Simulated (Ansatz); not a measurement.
**Geometry relaxation of C₂H₇NOSi₂**

The run: geometry relaxation of C₂H₇NOSi₂, SMILES C[SiH]1N=C[SiH2]O1. Method and program: RKS BHLYP/STO-3G (Ansatz 0.2.0).

It belongs to a series of runs on one base structure; here: start relaxed.

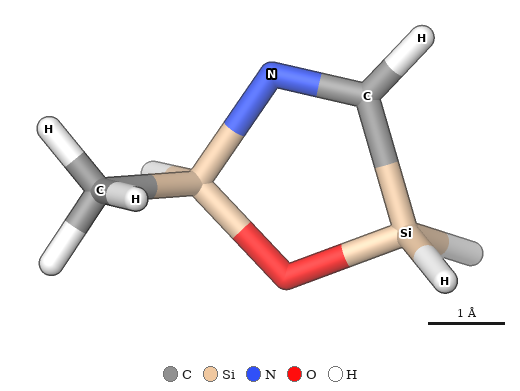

Figure 1. The structure as given in the input (stick view, seen at an oblique angle). Bond lengths as drawn: C–H 1.05 to 1.16 Å, C–N 1.28 Å, C–Si 1.81 to 1.89 Å, H–Si 1.48 to 1.54 Å, N–Si 1.79 Å and O–Si 1.71 to 1.72 Å.

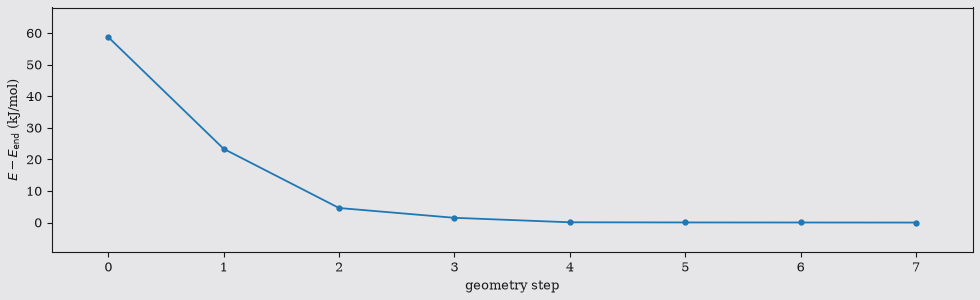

Figure 2. Progress of the relaxation, step by step (the first geometry is step 0 here and step 1 in the log).

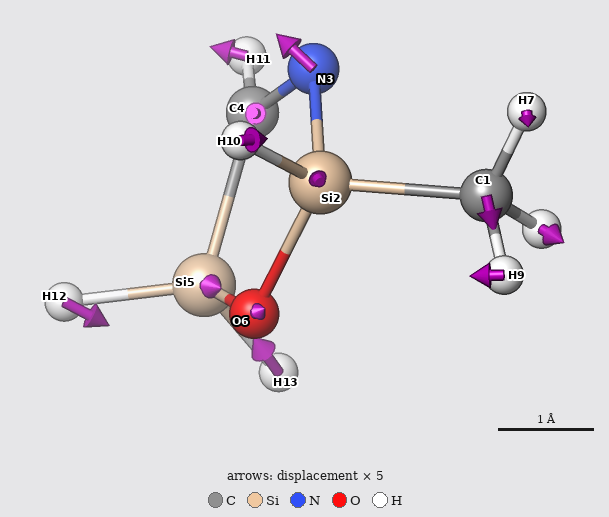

Figure 3. The starting structure with the displacements as pink arrows, magnified 5 times (ball-and-stick view, seen at a tilt). The two geometries are laid on each other by the best rigid fit. After 7 geometry steps the energy has fallen by 58.7 kJ/mol. The largest force component goes from 4.5 to 0.019 eV/Å. The largest move after the best rigid fit is that of H13, 0.12 Å. By element the largest moves are H 0.12 Å, N 0.11 Å, C 0.08 Å, Si 0.07 Å, O 0.04 Å. Among the contacts that change: Si5–H13 1.543 → 1.436 Å, C1–H9 1.159 → 1.088 Å, Si2–H10 1.493 → 1.436 Å, C1–Si2 1.810 → 1.859 Å. Among the angles that change: H12–Si5–H13 114.2° → 108.8°, H8–C1–H9 102.6° → 107.8°, C1–Si2–N3 106.1° → 110.5°. (Atoms are counted from 1 in the order of the input.)

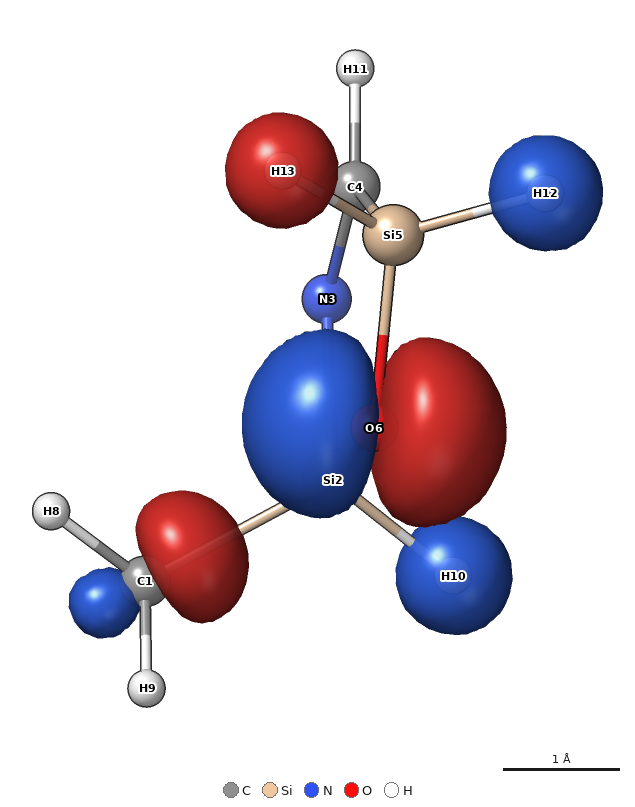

Figure 4. One frontier orbital at ±0.15 Å⁻³ᐟ² (blue and red are the two phases), seen at an oblique angle. The HOMO−1, at −6.14 eV.

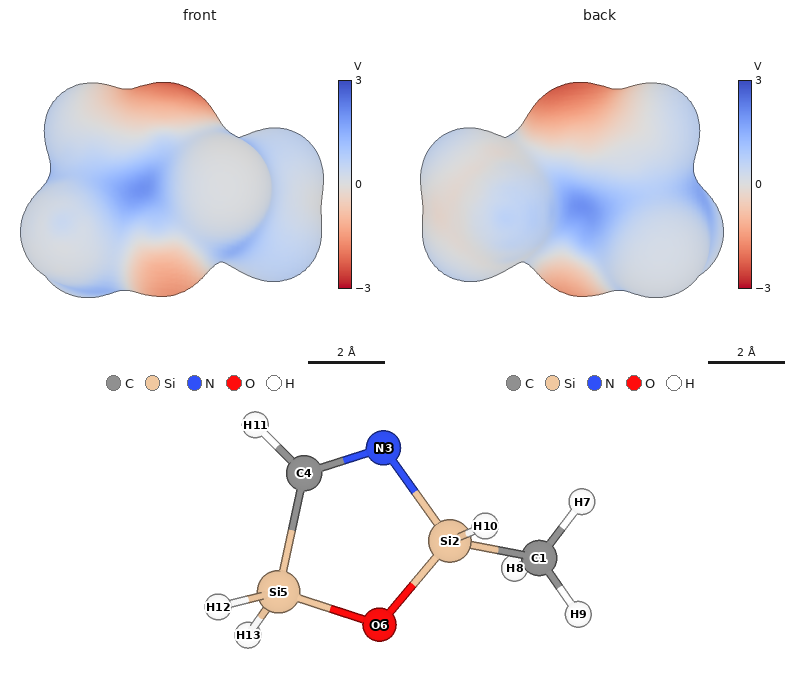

Figure 5. The molecular electrostatic potential painted on the density surface at 0.002 e/bohr³, seen face on and from behind; red is negative and blue positive. The bare structure is drawn below in the same view.

These pictures come from the run below.

Input file:
```yaml
crystal:
  periodic: [false, false, false]
  atoms:
    - { symbol: C, position_ang: [-0.6749, -0.0968, 2.1007] }
    - { symbol: Si, position_ang: [0.5813, -0.0404, 0.7993] }
    - { symbol: "N", position_ang: [0.2374, -1.4256, -0.2827] }
    - { symbol: C, position_ang: [0.1602, -1.0558, -1.5089] }
    - { symbol: Si, position_ang: [0.178, 0.7878, -1.9079] }
    - { symbol: O, position_ang: [0.482, 1.2811, -0.2888] }
    - { symbol: H, position_ang: [-0.6416, -0.9534, 2.7077] }
    - { symbol: H, position_ang: [-1.6851, 0.0024, 1.6395] }
    - { symbol: H, position_ang: [-0.6248, 0.825, 2.8016] }
    - { symbol: H, position_ang: [1.9627, -0.1393, 1.3568] }
    - { symbol: H, position_ang: [-0.1274, -1.7882, -2.2893] }
    - { symbol: H, position_ang: [1.3378, 1.1761, -2.7466] }
    - { symbol: H, position_ang: [-1.1652, 1.3924, -2.3666] }
basis:
  gaussian: { orbitals: STO-3G }
hamiltonian:
  xc: { name: BHLYP }
relax:
  f_tol: 0.02
  max_steps: 40
scf:
  lower_state_search: "off"
output:
  orbitals: {}
```

Launched with:
```bash
ansatz run input.yaml --threads 1 --pin off --max-ram 2048MiB --backend cpu --events-out ev --progress --plain --runs-dir out
```

Output:
```
The last accepted step is kept in [file] (removed where the run ends without a failure and the disk answers)
Engine: ansatz 0.2.0, aarch64-unknown-linux-gnu
Functional definition: BHLYP
  parameter a = 0.5
  exchange = (1 - a)*b88_x + a*exact_x
  correlation = lyp_c
these checks for a lower state are left out or cut short: stability, starts, cluster_reference, orbital_swaps, neighbouring_geometries, increment
633 factors; integrals over basis functions are off by at most 1.2e-5 eV
mean field evaluation 1: about -21217.9793 eV, gradient 3.6e1 eV
mean field evaluation 2: about -21217.5890 eV, gradient 4.2e1 eV
mean field evaluation 4: about -21222.2818 eV, gradient 2.2e0 eV
mean field evaluation 8: about -21222.2982 eV, gradient 6.4e-2 eV
mean field evaluation 16: about -21222.2982 eV, gradient 2.8e-6 eV
mean field -21222.29822194 eV, -779.9050746660 hartree, gradient 3.0e-6 eV, S^2 0.000000; 0 other end points of the search recorded, 0 dependent functions left out
the calculation of the forces begins
reference -21222.29836764 eV, -779.9050800201 hartree; 31, 31 occupied and 14, 14 virtual orbitals, 633 factors
relax step   1: F+E_penalty+E_count = -21222.29822194 eV  Δ(F+E_penalty+E_count) = +0.000e0 eV  max|allowed force component| = 4.533e0 eV/Å  Δτ_max = 0.0000 Å  (15 SCF iters, accepted)
these checks for a lower state are left out or cut short: stability, starts, cluster_reference, orbital_swaps, neighbouring_geometries, increment
633 factors; integrals over basis functions are off by at most 1.9e-5 eV
mean field -21222.66481635 eV, -779.9185467621 hartree, gradient 1.7e-6 eV, S^2 0.000000; 0 other end points of the search recorded, 0 dependent functions left out
the calculation of the forces begins
reference -21222.66495968 eV, -779.9185520294 hartree; 31, 31 occupied and 14, 14 virtual orbitals, 633 factors
relax step   2: F+E_penalty+E_count = -21222.66481635 eV  Δ(F+E_penalty+E_count) = -3.666e-1 eV  max|allowed force component| = 2.278e0 eV/Å  Δτ_max = 0.1819 Å  (26 SCF iters, accepted)
these checks for a lower state are left out or cut short: stability, starts, cluster_reference, orbital_swaps, neighbouring_geometries, increment
633 factors; integrals over basis functions are off by at most 1.4e-5 eV
mean field evaluation 32: about -21222.8589 eV, gradient 2.7e-6 eV
mean field -21222.85894289 eV, -779.9256807808 hartree, gradient 2.7e-6 eV, S^2 0.000000; 0 other end points of the search recorded, 0 dependent functions left out
the calculation of the forces begins
reference -21222.85908650 eV, -779.9256860584 hartree; 31, 31 occupied and 14, 14 virtual orbitals, 633 factors
relax step   3: F+E_penalty+E_count = -21222.85894289 eV  Δ(F+E_penalty+E_count) = -1.941e-1 eV  max|allowed force component| = 1.197e0 eV/Å  Δτ_max = 0.1353 Å  (19 SCF iters, accepted)
these checks for a lower state are left out or cut short: stability, starts, cluster_reference, orbital_swaps, neighbouring_geometries, increment
633 factors; integrals over basis functions are off by at most 1.4e-5 eV
mean field -21222.89114716 eV, -779.9268642657 hartree, gradient 2.2e-6 eV, S^2 0.000000; 0 other end points of the search recorded, 0 dependent functions left out
the calculation of the forces begins
reference -21222.89129067 eV, -779.9268695396 hartree; 31, 31 occupied and 14, 14 virtual orbitals, 633 factors
relax step   4: F+E_penalty+E_count = -21222.89114716 eV  Δ(F+E_penalty+E_count) = -3.220e-2 eV  max|allowed force component| = 7.281e-1 eV/Å  Δτ_max = 0.0295 Å  (21 SCF iters, accepted)
these checks for a lower state are left out or cut short: stability, starts, cluster_reference, orbital_swaps, neighbouring_geometries, increment
633 factors; integrals over basis functions are off by at most 1.5e-5 eV
mean field -21222.90583125 eV, -779.9274038963 hartree, gradient 2.3e-6 eV, S^2 0.000000; 0 other end points of the search recorded, 0 dependent functions left out
the calculation of the forces begins
reference -21222.90597464 eV, -779.9274091656 hartree; 31, 31 occupied and 14, 14 virtual orbitals, 633 factors
relax step   5: F+E_penalty+E_count = -21222.90583125 eV  Δ(F+E_penalty+E_count) = -1.468e-2 eV  max|allowed force component| = 9.038e-2 eV/Å  Δτ_max = 0.0285 Å  (21 SCF iters, accepted)
these checks for a lower state are left out or cut short: stability, starts, cluster_reference, orbital_swaps, neighbouring_geometries, increment
633 factors; integrals over basis functions are off by at most 1.5e-5 eV
mean field -21222.90636189 eV, -779.9274233969 hartree, gradient 2.6e-6 eV, S^2 0.000000; 0 other end points of the search recorded, 0 dependent functions left out
the calculation of the forces begins
reference -21222.90650533 eV, -779.9274286681 hartree; 31, 31 occupied and 14, 14 virtual orbitals, 633 factors
relax step   6: F+E_penalty+E_count = -21222.90636189 eV  Δ(F+E_penalty+E_count) = -5.306e-4 eV  max|allowed force component| = 3.029e-2 eV/Å  Δτ_max = 0.0102 Å  (15 SCF iters, accepted)
these checks for a lower state are left out or cut short: stability, starts, cluster_reference, orbital_swaps, neighbouring_geometries, increment
633 factors; integrals over basis functions are off by at most 1.5e-5 eV
mean field -21222.90651294 eV, -779.9274289478 hartree, gradient 2.1e-6 eV, S^2 0.000000; 0 other end points of the search recorded, 0 dependent functions left out
the calculation of the forces begins
reference -21222.90665639 eV, -779.9274342194 hartree; 31, 31 occupied and 14, 14 virtual orbitals, 633 factors
relax step   7: F+E_penalty+E_count = -21222.90651294 eV  Δ(F+E_penalty+E_count) = -1.510e-4 eV  max|allowed force component| = 3.701e-2 eV/Å  Δτ_max = 0.0173 Å  (21 SCF iters, accepted)
these checks for a lower state are left out or cut short: stability, starts, cluster_reference, orbital_swaps, neighbouring_geometries, increment
633 factors; integrals over basis functions are off by at most 1.5e-5 eV
mean field evaluation 64: about -21222.9067 eV, gradient 1.1e-6 eV
mean field -21222.90671923 eV, -779.9274365289 hartree, gradient 2.1e-6 eV, S^2 0.000000; 0 other end points of the search recorded, 0 dependent functions left out
the calculation of the forces begins
reference -21222.90686274 eV, -779.9274418027 hartree; 31, 31 occupied and 14, 14 virtual orbitals, 633 factors
relax step   8: F+E_penalty+E_count = -21222.90671923 eV  Δ(F+E_penalty+E_count) = -2.063e-4 eV  max|allowed force component| = 1.939e-2 eV/Å  Δτ_max = 0.0092 Å  (15 SCF iters, accepted)
Total energy: -21222.90686274 eV, -779.9274418027 hartree
Atom 0 at    -0.707559    -0.023004     2.103735 Å, force    -0.004213    -0.001949    -0.002084 eV/Å
Atom 1 at     0.581821    -0.064099     0.765632 Å, force     0.009035    -0.010413     0.002323 eV/Å
Atom 2 at     0.308755    -1.490031    -0.339569 Å, force    -0.003986     0.003693    -0.019392 eV/Å
Atom 3 at     0.118043    -1.062954    -1.546138 Å, force    -0.001331     0.011289    -0.000784 eV/Å
Atom 4 at     0.172959     0.798021    -1.841973 Å, force     0.005659    -0.002021    -0.004292 eV/Å
Atom 5 at     0.478256     1.270725    -0.253462 Å, force    -0.002883     0.004837    -0.002038 eV/Å
Atom 6 at    -0.645229    -0.918735     2.718106 Å, force    -0.000559    -0.001109     0.000433 eV/Å
Atom 7 at    -1.713541     0.030087     1.693904 Å, force    -0.002147     0.000255     0.001467 eV/Å
Atom 8 at    -0.567173     0.837278     2.754912 Å, force     0.000585     0.003710     0.000930 eV/Å
Atom 9 at     1.891091    -0.160266     1.347788 Å, force    -0.000567    -0.001344     0.003065 eV/Å
Atom 10 at    -0.064178    -1.798579    -2.342022 Å, force     0.004908    -0.007313     0.018224 eV/Å
Atom 11 at     1.232706     1.206440    -2.720629 Å, force    -0.002038    -0.000566    -0.002957 eV/Å
Atom 12 at    -1.065550     1.340418    -2.325483 Å, force    -0.002464     0.000931     0.005106 eV/Å
Dipole moment:    -0.039836     0.202723    -0.094616 e Å
Checks for a lower state left out: stability, starts, cluster_reference, orbital_swaps, neighbouring_geometries, increment
```

Trajectory as extended XYZ (Å, eV, eV/Å), 8 frames, from step=1 to step=8:
```
13
Properties=species:S:1:pos:R:3:forces:R:3 step=1 energy=-21222.29822
C    -0.6749   -0.0968    2.1007   -2.1452   4.5330   0.9818
Si    0.5813   -0.0404    0.7993    2.1358   0.8641  -1.1921
N     0.2374   -1.4256   -0.2827    0.5105  -1.0225  -0.0614
C     0.1602   -1.0558   -1.5089   -1.2794  -0.0153  -1.1308
Si    0.1780    0.7878   -1.9079   -0.2951   1.1910   0.6349
O     0.4820    1.2811   -0.2888   -0.1588  -0.3040   0.1497
H    -0.6416   -0.9534    2.7077    0.0851  -1.5422   0.8391
H    -1.6851    0.0024    1.6395    0.8753  -0.5133   0.4788
H    -0.6248    0.8250    2.8016    0.1864  -2.0671  -1.4314
H     1.9627   -0.1393    1.3568   -1.2806   0.0596  -0.4738
H    -0.1274   -1.7882   -2.2893    0.3799  -0.0509   0.3575
H     1.3378    1.1761   -2.7466   -1.1214  -0.1415   0.4189
H    -1.1652    1.3924   -2.3666    2.1076  -0.9909   0.4288
13
Properties=species:S:1:pos:R:3:forces:R:3 step=2 energy=-21222.66482
C    -0.6939   -0.0390    2.1074   -0.5690   0.4657   0.3525
Si    0.5686   -0.0507    0.7666    0.4533   0.3227  -0.1651
N     0.3213   -1.4789   -0.3235   -0.9379   0.3719  -1.2051
C    -0.0212   -1.0573   -1.5224    2.2777  -1.3759   0.0045
Si    0.1824    0.8038   -1.8426   -0.5091   0.0752   0.2444
O     0.4657    1.3130   -0.2420   -0.0776  -0.5952  -0.3147
H    -0.6357   -0.9321    2.7189    0.0756  -0.2011   0.0203
H    -1.7036    0.0090    1.6922    0.1675   0.0198   0.1402
H    -0.5666    0.8178    2.7782   -0.0344  -0.1988  -0.2560
H     1.8895   -0.1418    1.3216   -0.0001   0.0054   0.0394
H    -0.0172   -1.8570   -2.3368   -0.6532   1.1959   0.9885
H     1.2437    1.2109   -2.7273    0.0835  -0.3202   0.1414
H    -1.0126    1.3677   -2.3755   -0.2763   0.2347   0.0097
13
Properties=species:S:1:pos:R:3:forces:R:3 step=3 energy=-21222.85894
C    -0.7020   -0.0348    2.1093   -0.2696   0.1539   0.2233
Si    0.5686   -0.0524    0.7650    0.2743   0.2633  -0.1690
N     0.2972   -1.4809   -0.3242   -0.1688   0.4014  -1.0884
C     0.1114   -1.0570   -1.5490   -0.1253  -1.1967   0.3781
Si    0.1787    0.8125   -1.8496    0.1686  -0.1229   0.2109
O     0.4665    1.3041   -0.2485   -0.1148  -0.4286  -0.2172
H    -0.6270   -0.9305    2.7215    0.0341  -0.0422  -0.0247
H    -1.7136    0.0036    1.7066    0.0699   0.0141   0.0374
H    -0.5739    0.8232    2.7705   -0.0072  -0.0638  -0.1017
H     1.8865   -0.1425    1.3270    0.0049  -0.0013   0.0472
H    -0.0877   -1.8532   -2.3269    0.2401   1.0460   0.6355
H     1.2515    1.2028   -2.7221    0.0151  -0.0179   0.0515
H    -1.0357    1.3705   -2.3646   -0.1213  -0.0053   0.0171
13
Properties=species:S:1:pos:R:3:forces:R:3 step=4 energy=-21222.89115
C    -0.7026   -0.0331    2.1099   -0.1829   0.2336   0.1485
Si    0.5725   -0.0561    0.7648    0.1399   0.2420  -0.1188
N     0.2911   -1.4802   -0.3304   -0.0265   0.1638  -0.5458
C     0.1136   -1.0559   -1.5473   -0.1352  -0.7281   0.0729
Si    0.1783    0.8059   -1.8508    0.0575   0.0102   0.1696
O     0.4628    1.2924   -0.2525   -0.0558  -0.2844  -0.1089
H    -0.6270   -0.9280    2.7215    0.0148  -0.0635   0.0229
H    -1.7142    0.0089    1.7073    0.0764  -0.0099   0.0241
H    -0.5732    0.8288    2.7677    0.0016  -0.1197  -0.1099
H     1.8906   -0.1448    1.3314   -0.0356  -0.0150   0.0068
H    -0.0800   -1.8255   -2.3336    0.1413   0.5954   0.4022
H     1.2576    1.1962   -2.7157   -0.0300   0.0069   0.0167
H    -1.0490    1.3567   -2.3575    0.0344  -0.0314   0.0196
13
Properties=species:S:1:pos:R:3:forces:R:3 step=5 energy=-21222.90583
C    -0.7056   -0.0279    2.1103   -0.0172   0.0442  -0.0124
Si    0.5755   -0.0597    0.7632    0.0215   0.0821   0.0092
N     0.3023   -1.4843   -0.3405   -0.0124  -0.0371   0.0643
C     0.1119   -1.0585   -1.5463   -0.0164  -0.0649  -0.0904
Si    0.1781    0.7983   -1.8473   -0.0322   0.0717   0.0305
O     0.4609    1.2783   -0.2551    0.0042  -0.0708   0.0035
H    -0.6287   -0.9225    2.7240   -0.0033  -0.0121   0.0184
H    -1.7154    0.0133    1.7073    0.0170  -0.0041   0.0032
H    -0.5719    0.8354    2.7605    0.0093  -0.0312  -0.0254
H     1.8894   -0.1495    1.3364   -0.0054  -0.0064   0.0061
H    -0.0774   -1.7975   -2.3380    0.0221   0.0208   0.0101
H     1.2537    1.1955   -2.7115   -0.0040   0.0070  -0.0129
H    -1.0523    1.3444   -2.3481    0.0168   0.0008  -0.0042
13
Properties=species:S:1:pos:R:3:forces:R:3 step=6 energy=-21222.90636
C    -0.7057   -0.0266    2.1097    0.0033   0.0118  -0.0084
Si    0.5761   -0.0608    0.7636   -0.0207   0.0207   0.0164
N     0.2988   -1.4861   -0.3399    0.0198  -0.0151   0.0145
C     0.1128   -1.0603   -1.5471   -0.0012  -0.0109  -0.0197
Si    0.1753    0.7986   -1.8460    0.0027   0.0303   0.0063
O     0.4625    1.2753   -0.2545    0.0041  -0.0240  -0.0038
H    -0.6311   -0.9206    2.7254   -0.0017   0.0016   0.0035
H    -1.7149    0.0163    1.7063    0.0037   0.0000  -0.0001
H    -0.5689    0.8367    2.7578    0.0002  -0.0043  -0.0001
H     1.8891   -0.1534    1.3384   -0.0013  -0.0065  -0.0011
H    -0.0677   -1.7981   -2.3408   -0.0069  -0.0068  -0.0053
H     1.2484    1.1976   -2.7127   -0.0031   0.0064  -0.0056
H    -1.0544    1.3466   -2.3454    0.0012  -0.0031   0.0034
13
Properties=species:S:1:pos:R:3:forces:R:3 step=7 energy=-21222.90651
C    -0.7068   -0.0240    2.1048   -0.0043   0.0127  -0.0004
Si    0.5805   -0.0629    0.7648    0.0038   0.0164   0.0103
N     0.3058   -1.4891   -0.3389    0.0037  -0.0062  -0.0194
C     0.1159   -1.0620   -1.5455   -0.0069  -0.0124  -0.0276
Si    0.1729    0.7977   -1.8422    0.0062   0.0152  -0.0158
O     0.4740    1.2725   -0.2539   -0.0073  -0.0096   0.0188
H    -0.6411   -0.9200    2.7182   -0.0044  -0.0070   0.0087
H    -1.7136    0.0269    1.6964    0.0021  -0.0018   0.0025
H    -0.5678    0.8364    2.7565    0.0020  -0.0047  -0.0053
H     1.8914   -0.1560    1.3437   -0.0002  -0.0090   0.0067
H    -0.0662   -1.7971   -2.3425    0.0052  -0.0024   0.0370
H     1.2385    1.2019   -2.7151   -0.0019   0.0064  -0.0192
H    -1.0630    1.3411   -2.3314    0.0020   0.0023   0.0036
13
Properties=species:S:1:pos:R:3:forces:R:3 step=8 energy=-21222.90672
C    -0.7076   -0.0230    2.1037   -0.0042  -0.0019  -0.0021
Si    0.5818   -0.0641    0.7656    0.0090  -0.0104   0.0023
N     0.3088   -1.4900   -0.3396   -0.0040   0.0037  -0.0194
C     0.1180   -1.0630   -1.5461   -0.0013   0.0113  -0.0008
Si    0.1730    0.7980   -1.8420    0.0057  -0.0020  -0.0043
O     0.4783    1.2707   -0.2535   -0.0029   0.0048  -0.0020
H    -0.6452   -0.9187    2.7181   -0.0006  -0.0011   0.0004
H    -1.7135    0.0301    1.6939   -0.0021   0.0003   0.0015
H    -0.5672    0.8373    2.7549    0.0006   0.0037   0.0009
H     1.8911   -0.1603    1.3478   -0.0006  -0.0013   0.0031
H    -0.0642   -1.7986   -2.3420    0.0049  -0.0073   0.0182
H     1.2327    1.2064   -2.7206   -0.0020  -0.0006  -0.0030
H    -1.0655    1.3404   -2.3255   -0.0025   0.0009   0.0051
```

Key numbers:

- outcome: converged
- total energy: −21222.9069 eV
- mean-field energy: −21222.9069 eV
- largest force (length of the vector) at the end: 0.020 eV/Å
- hardware: 1 thread of Arm Neoverse V1, 24 GiB of memory available, shared host
- wall time: 25 s
- peak memory: 0.14 GiB
